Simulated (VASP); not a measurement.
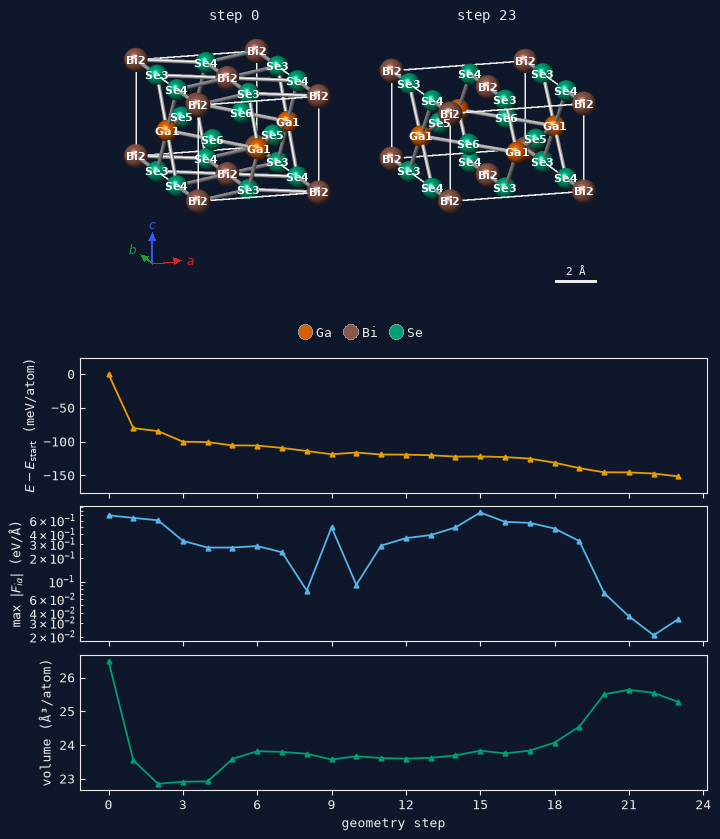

First and last geometry of a relaxation of a crystal of GaBiSe4 (a generated structure, set up in Cmmm), with the history of the run. The picture is a ball-and-stick view of the conventional cell (2 times the calculation's cell), seen slightly off an axis. Lengths and directions refer to the drawn axes.

The run lets cell and atoms move.

Theory: VASP, Kohn-Sham DFT of a periodic cell, PBE, VASP PAW PBE potentials, recommended.

Input file:
```
ALGO     = Fast           # electronic algorithm
EDIFF    = 1E-4           # SCF threshold, eV
EDIFFG   = -0.08          # ionic threshold
ENCUT    = 520            # plane-wave cutoff, eV
GGA      = PE             # functional
IBRION   = 2              # ionic algorithm
ISIF     = 3              # what is computed and relaxed
ISMEAR   = 0              # smearing method
LASPH    = T              # aspherical terms in the spheres
LCHARG   = F              # write CHGCAR
LREAL    = F              # projectors in reciprocal space
LWAVE    = F              # write WAVECAR
NELM     = 60             # most SCF steps
NSW      = 24             # ionic steps
PREC     = Normal         # precision mode
SIGMA    = 0.15           # smearing width, eV
```

Run as
```bash
cat potpaw_PBE.64/Ga_d/POTCAR potpaw_PBE.64/Bi_d/POTCAR potpaw_PBE.64/Se/POTCAR > POTCAR
mpirun -np 1 vasp_std > vasp.out
```

**What do the curves and the structures tell?**

The relaxation stopped without meeting its thresholds, so the last structure isn't shown to be converged. The largest moves relative to the cell, 0.38 Å, are those of Se3 and Se4. Se4 goes along −b. Bi and Ga stay in place. Cell: a 6.317 → 7.005 Å (+10.9 %), b 10.204 → 9.612 Å (−5.8 %), c 4.931 → 4.504 Å (−8.7 %). Volume −4.6 %. Among the contacts that change: Bi2–Se3 3.479 → 2.896 Å, Se3–Se4 3.246 → 3.819 Å, Bi2–Se3 (another image) 3.551 → 3.989 Å, Se5–Se6 3.158 → 3.503 Å. Bond angles that change, for instance: Ga1–Se3–Ga1 113.3° → 99.4°. The space group stays Cmmm (No. 65). After 23 geometry steps the energy has fallen by 151 meV per atom. The largest force component goes from 0.7 to 0.034 eV/Å. Pressure: −4.80 GPa at the start and −0.09 GPa at the end. It ran on 1 thread of Intel(R) Xeon(R) Platinum 8259CL CPU @ 2.50GHz (Skylake/Cascade Lake) (shared host).
